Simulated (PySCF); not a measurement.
# C8H6F2: magnetic properties

What do calculations give for the magnetic properties of C8H6F2 (`C#C[C@@H]1C(=C)/C(=C\F)[C@H]1F`)?

Computed with PySCF 2.14.0 and routines of our own; the level stands in each step. Atoms count from 0.

## 1. The system as given

16 atoms, charge 0, multiplicity 1; geometry from: GFN2-xTB.

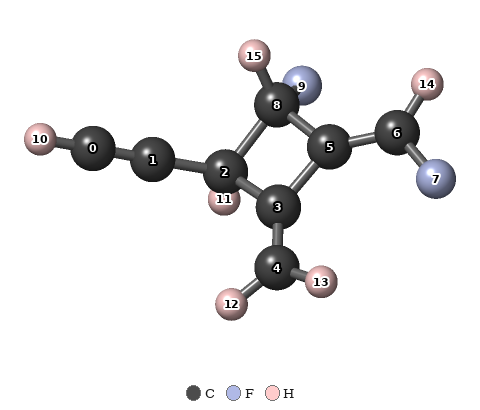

The starting geometry (carbon dark grey, fluorine light blue, hydrogen pink).

## 2. Magnetic properties: GIAO BHandHLYP/pcSseg-1

What the job is given:

```
{"job": {"kind": "mag", "xc": "BHandHLYP", "basis": "pcSseg-1", "isotopologues": 0}, "charge": 0, "multiplicity": 1}
C      3.121876    -0.191077    -0.736495
C      1.934032    -0.316641    -0.813584
C      0.499525    -0.450362    -0.858753
C     -0.309378     0.691464    -0.254865
C     -0.337545     1.997522    -0.455137
C     -1.002358    -0.226041     0.646193
C     -2.028263    -0.162171     1.481103
F     -2.688898     0.979485     1.714275
C     -0.140509    -1.384423     0.205039
F     -0.816719    -2.464896    -0.300198
H      4.164409    -0.086545    -0.688832
H      0.172385    -0.713764    -1.868074
H      0.298211     2.464232    -1.187652
H     -0.996939     2.634581     0.108727
H     -2.431218    -0.997086     2.036072
H      0.553792    -1.765333     0.960772
```

With the program's defaults for keys left out, this is: GIAO BHandHLYP/pcSseg-1 magnetisability, rotational g tensor and spin-rotation constants, non-relativistic, gas phase.

On the command line:

```sh
$ OMP_NUM_THREADS=1 python excited_run.py task.json out
```

This one command runs all jobs of the session in turn.

The log of the run:

```text
coarse grid: 14584 points
cycle   1  E = -507.4985327441  dE =  2.036e+00  |g| = 7.235e-01  |ddm| = 4.172e+00
cycle   2  E = -507.5018373400  dE = -3.305e-03  |g| = 7.913e-01  |ddm| = 1.294e+00
cycle   3  E = -507.6076136536  dE = -1.058e-01  |g| = 8.884e-02  |ddm| = 7.029e-01
cycle   4  E = -507.6084398255  dE = -8.262e-04  |g| = 6.825e-02  |ddm| = 1.372e-01
cycle   5  E = -507.6095493405  dE = -1.110e-03  |g| = 1.526e-02  |ddm| = 6.502e-02
cycle   6  E = -507.6096021278  dE = -5.279e-05  |g| = 4.339e-03  |ddm| = 1.653e-02
cycle   7  E = -507.6096066152  dE = -4.487e-06  |g| = 1.174e-03  |ddm| = 4.687e-03
final grid: 145104 points
cycle   8  E = -507.6698799422  dE = -2.147e-05  |g| = 4.363e-03  |ddm| = 2.658e-02
cycle   9  E = -507.6698790021  dE =  9.401e-07  |g| = 5.111e-03  |ddm| = 8.855e-03
cycle  10  E = -507.6698836079  dE = -4.606e-06  |g| = 4.494e-04  |ddm| = 4.503e-03
cycle  11  E = -507.6698836468  dE = -3.885e-08  |g| = 1.816e-04  |ddm| = 5.081e-04
cycle  12  E = -507.6698836536  dE = -6.781e-09  |g| = 7.443e-05  |ddm| = 1.951e-04
cycle  13  E = -507.6698836548  dE = -1.258e-09  |g| = 1.669e-05  |ddm| = 7.880e-05
cycle  14  E = -507.6698836549  dE = -6.003e-11  |g| = 6.597e-06  |ddm| = 1.759e-05
converged SCF energy = -507.6698836549

Magnetisability tensor (1e-30 J/T^2)
    -1309.81      -32.02      -82.36
      -32.02    -1223.44      -42.08
      -82.36      -42.08    -1221.99
isotropic -1251.75   principal values   -1375.31  -1215.59  -1164.34
isotropic susceptibility -75.382 1e-6 cm^3/mol

Inertial axes            a          b          c
rot. const./GHz      2.0005     0.9651     0.7134
chi total           -73.567    -74.392    -78.188
chi diamagnetic    -680.178  -1264.733  -1672.351
chi paramagnetic    606.612   1190.341   1594.163
quadrupole/D A        2.341     -3.036      0.696
g nuclear            0.5445     0.5292     0.5270
g electronic        -0.5701    -0.5397    -0.5343
g total             -0.0256    -0.0105    -0.0073

Spin-rotation constants (kHz, H = +C I.J)
atom  isotope        aa         bb         cc
  7    19F        2.704      1.101      0.169
  9    19F        0.854      0.573      0.440
 10     1H       -0.043     -0.101     -0.062
 11     1H       -0.208     -0.098      0.025
 12     1H        0.006     -0.037     -0.063
 13     1H        0.098     -0.058     -0.078
 14     1H       -0.134      0.040     -0.061
 15     1H       -0.160     -0.092      0.030
  0    13C*       0.292      0.289      0.184
  1    13C*       0.220      0.325      0.205
  2    13C*       0.401      0.145      0.125
  3    13C*       0.959      0.323      0.143
  4    13C*       0.871      0.294      0.117
  5    13C*       0.662      0.399      0.141
  6    13C*       0.663      0.451      0.189
  8    13C*       0.544      0.239      0.173
* in the singly substituted isotopologue
```

It took 30 s on 1 thread of Intel Xeon 6975P-C, shared host; peak memory 0.87 GiB.

In short:

```tsv
quantity	value
magnetisability	-1252·10⁻³⁰ J/T²
molar susceptibility	-75.4·10⁻⁶ cm³/mol
rotational g (a, b, c)	-0.0256, -0.0105, -0.0073
```

## 3. Magnetic properties: GIAO revPBE/6-31G*

Settings changed since step 2:

```diff
@@ -1,2 +1,2 @@
-{"job": {"kind": "mag", "xc": "BHandHLYP", "basis": "pcSseg-1", "isotopologues": 0}, "charge": 0, "multiplicity": 1}
+{"job": {"kind": "mag", "xc": "revPBE", "basis": "6-31G*", "scf": {"level_shift": 0.3, "aux": "def2-universal-jkfit"}}, "charge": 0, "multiplicity": 1}
 C      3.121876    -0.191077    -0.736495
```

With the program's defaults for keys left out, this is: GIAO revPBE/6-31G* magnetisability, rotational g tensor and spin-rotation constants, non-relativistic, gas phase.

The log of the run:

```text
final grid: 145104 points
cycle   1  E = -507.6767761582  dE =  1.461e+00  |g| = 8.330e-01  |ddm| = 4.348e+00
cycle   2  E = -507.6687245574  dE =  8.052e-03  |g| = 9.724e-01  |ddm| = 1.662e+00
cycle   3  E = -507.8097824889  dE = -1.411e-01  |g| = 2.386e-01  |ddm| = 5.255e-01
cycle   4  E = -507.8216775651  dE = -1.190e-02  |g| = 6.205e-02  |ddm| = 2.437e-01
cycle   5  E = -507.8224427034  dE = -7.651e-04  |g| = 8.580e-03  |ddm| = 9.748e-02
cycle   6  E = -507.8224711105  dE = -2.841e-05  |g| = 4.141e-03  |ddm| = 2.510e-02
cycle   7  E = -507.8224755632  dE = -4.453e-06  |g| = 1.913e-03  |ddm| = 6.610e-03
cycle   8  E = -507.8224765036  dE = -9.404e-07  |g| = 5.757e-04  |ddm| = 2.577e-03
cycle   9  E = -507.8224766210  dE = -1.175e-07  |g| = 1.933e-04  |ddm| = 1.053e-03
cycle  10  E = -507.8224766404  dE = -1.937e-08  |g| = 8.033e-05  |ddm| = 4.149e-04
cycle  11  E = -507.8224766444  dE = -4.027e-09  |g| = 3.645e-05  |ddm| = 2.007e-04
cycle  12  E = -507.8224766455  dE = -1.054e-09  |g| = 2.097e-05  |ddm| = 9.499e-05
cycle  13  E = -507.8224766458  dE = -3.024e-10  |g| = 9.933e-06  |ddm| = 4.830e-05
level shift removed, Fock matrix diagonalised once more
converged SCF energy = -507.8224766458

Magnetisability tensor (1e-30 J/T^2)
    -1236.89      -33.79      -85.25
      -33.79    -1141.42      -42.23
      -85.25      -42.23    -1157.99
isotropic -1178.77   principal values   -1307.33  -1134.46  -1094.51
isotropic susceptibility -70.987 1e-6 cm^3/mol

Inertial axes            a          b          c
rot. const./GHz      2.0005     0.9651     0.7134
chi total           -69.093    -69.512    -74.356
chi diamagnetic    -676.322  -1260.882  -1668.007
chi paramagnetic    607.230   1191.369   1593.651
quadrupole/D A        2.614     -2.755      0.141
g nuclear            0.5445     0.5292     0.5270
g electronic        -0.5707    -0.5402    -0.5341
g total             -0.0262    -0.0110    -0.0071

Spin-rotation constants (kHz, H = +C I.J)
atom  isotope        aa         bb         cc
  7    19F        3.366      1.411      0.215
  9    19F        0.963      0.654      0.517
 10     1H       -0.046     -0.108     -0.066
 11     1H       -0.215     -0.100      0.027
 12     1H       -0.008     -0.037     -0.066
 13     1H        0.084     -0.059     -0.081
 14     1H       -0.133      0.035     -0.062
 15     1H       -0.158     -0.092      0.031
  0    13C*       0.255      0.248      0.158
  1    13C*       0.210      0.280      0.178
  2    13C*       0.377      0.139      0.120
  3    13C*       0.823      0.302      0.130
  4    13C*       0.737      0.273      0.107
  5    13C*       0.618      0.347      0.129
  6    13C*       0.623      0.388      0.176
  8    13C*       0.514      0.226      0.164
* in the singly substituted isotopologue
```

Wall time 28 s (1 thread of Intel Xeon 6975P-C, shared host); peak memory 0.61 GiB.

In short:

```tsv
quantity	value
magnetisability	-1179·10⁻³⁰ J/T²
molar susceptibility	-71.0·10⁻⁶ cm³/mol
rotational g (a, b, c)	-0.0262, -0.0110, -0.0071
```

## 4. Magnetic properties: GIAO BP86/pcSseg-0

Settings changed since step 3:

```diff
@@ -1,2 +1,2 @@
-{"job": {"kind": "mag", "xc": "revPBE", "basis": "6-31G*", "scf": {"level_shift": 0.3, "aux": "def2-universal-jkfit"}}, "charge": 0, "multiplicity": 1}
+{"job": {"kind": "mag", "xc": "BP86", "basis": "pcSseg-0", "scf": {"aux": "sto-3g", "max_cycle": 52}}, "charge": 0, "multiplicity": 1}
 C      3.121876    -0.191077    -0.736495
```

Method: GIAO BP86/pcSseg-0 magnetisability, rotational g tensor and spin-rotation constants, non-relativistic, gas phase.

The log of the run:

```text
final grid: 145104 points
cycle   1  E = -514.5294235870  dE =  1.104e+00  |g| = 5.448e-01  |ddm| = 5.446e+00
cycle   2  E = -514.4003752384  dE =  1.290e-01  |g| = 9.579e-01  |ddm| = 2.520e+00
cycle   3  E = -514.5977753099  dE = -1.974e-01  |g| = 1.501e-01  |ddm| = 1.684e+00
cycle   4  E = -514.6011802049  dE = -3.405e-03  |g| = 1.089e-01  |ddm| = 3.063e-01
cycle   5  E = -514.6040531049  dE = -2.873e-03  |g| = 3.256e-02  |ddm| = 1.474e-01
cycle   6  E = -514.6043463025  dE = -2.932e-04  |g| = 9.898e-03  |ddm| = 5.620e-02
cycle   7  E = -514.6043738417  dE = -2.754e-05  |g| = 2.558e-03  |ddm| = 1.828e-02
cycle   8  E = -514.6043753566  dE = -1.515e-06  |g| = 7.916e-04  |ddm| = 4.571e-03
cycle   9  E = -514.6043755382  dE = -1.817e-07  |g| = 2.802e-04  |ddm| = 1.611e-03
cycle  10  E = -514.6043755231  dE =  1.511e-08  |g| = 1.293e-04  |ddm| = 6.126e-04
cycle  11  E = -514.6043755277  dE = -4.545e-09  |g| = 4.423e-05  |ddm| = 2.318e-04
cycle  12  E = -514.6043755281  dE = -4.834e-10  |g| = 7.897e-06  |ddm| = 6.514e-05
converged SCF energy = -514.6043755281

Magnetisability tensor (1e-30 J/T^2)
    -1300.51      -12.84      -22.74
      -12.84    -1289.98      -32.44
      -22.74      -32.44    -1243.19
isotropic -1277.89   principal values   -1326.46  -1283.55  -1223.67
isotropic susceptibility -76.956 1e-6 cm^3/mol

Inertial axes            a          b          c
rot. const./GHz      2.0005     0.9651     0.7134
chi total           -76.618    -77.860    -76.391
chi diamagnetic    -679.210  -1265.834  -1671.928
chi paramagnetic    602.593   1187.974   1595.536
quadrupole/D A        0.861     -1.002      0.141
g nuclear            0.5445     0.5292     0.5270
g electronic        -0.5663    -0.5386    -0.5347
g total             -0.0218    -0.0095    -0.0077

Spin-rotation constants (kHz, H = +C I.J)
atom  isotope        aa         bb         cc
  7    19F        3.121      1.417      0.412
  9    19F        1.461      0.735      0.754
 10     1H       -0.064     -0.122     -0.075
 11     1H       -0.259     -0.118      0.018
 12     1H       -0.037     -0.058     -0.078
 13     1H        0.052     -0.077     -0.093
 14     1H       -0.157      0.015     -0.077
 15     1H       -0.212     -0.110      0.018
  0    13C*       0.227      0.223      0.142
  1    13C*       0.155      0.212      0.138
  2    13C*       0.335      0.123      0.108
  3    13C*       0.629      0.245      0.102
  4    13C*       0.671      0.219      0.113
  5    13C*       0.525      0.285      0.114
  6    13C*       0.539      0.345      0.158
  8    13C*       0.447      0.209      0.157
* in the singly substituted isotopologue
```

Run time: 9.5 s. Hardware: 1 thread of Intel Xeon 6975P-C, shared host; peak memory 0.5 GiB.

It converged, yet the result is unsound: the fitting basis sto-3g is not made for Coulomb and exchange fitting here.

## 5. Magnetic properties side by side

```tsv
level	ξ (10⁻³⁰ J/T²)	g(a)	g(b)	gap (eV)	functions	time
GIAO BHandHLYP/pcSseg-1	-1252	-0.0256	-0.0105	7.48	200	30 s
GIAO revPBE/6-31G*	-1179	-0.0262	-0.0110	3.61	152	28 s
```

## 6. Outcome

| quantity | value |
| --- | --- |
| magnetisability (step 2, GIAO BHandHLYP/pcSseg-1) | -1252·10⁻³⁰ J/T² |
| molar susceptibility (step 2, GIAO BHandHLYP/pcSseg-1) | -75.4·10⁻⁶ cm³/mol |
| rotational g (a, b, c) (step 2, GIAO BHandHLYP/pcSseg-1) | -0.0256, -0.0105, -0.0073 |
| magnetisability over the levels | -1252 to -1179·10⁻³⁰ J/T² |
| runs | 0 failed, 1 ended on unsound input |

What this shows: The magnetisability spreads by 6.0 % over 2 levels of like cost. Two levels can agree by chance, so this spread shows no convergence. Vibrational averaging and real surroundings are missing from these values.
